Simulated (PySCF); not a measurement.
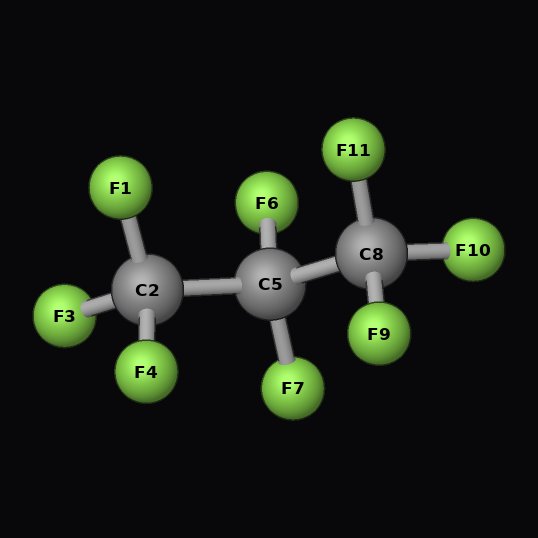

The questions are on isotropic NMR shieldings of the C atoms. Geometry: an end point of a reaction path computed with GFN2-xTB. Level of theory: GIAO PBE0/pcSseg-1 NMR shielding, non-relativistic, gas phase (PySCF 2.14.0).

Give the isotropic NMR shieldings of the C atoms atom by atom.

```
atom  σ (ppm)
  C2     60.2
  C5     72.4
  C8     60.1
```
